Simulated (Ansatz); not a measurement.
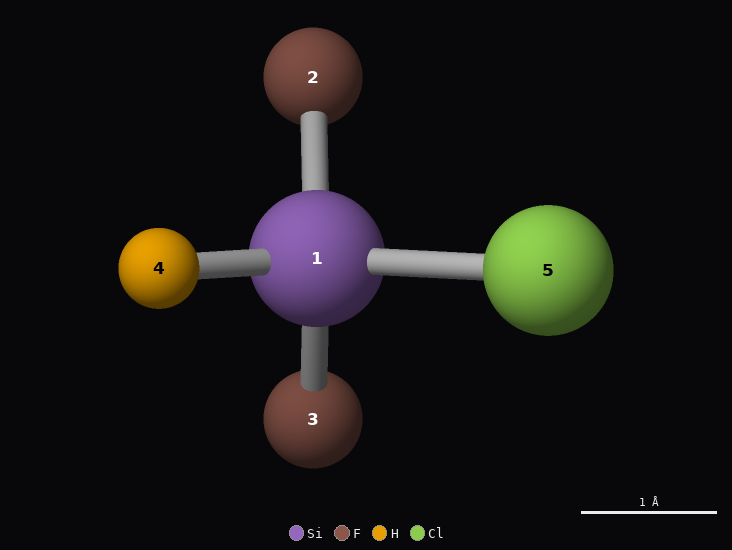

The atoms are numbered. The computed structure is the end point of a PBE0-D4/def2-TZVP optimisation.

Question: Describe the coordination of atom 1.

Answer: Si1 has 4 neighbours (F2 at 1.58, F3 at 1.58, H4 at 1.46, Cl5 at 2.02 Å); the arrangement is tetrahedral.
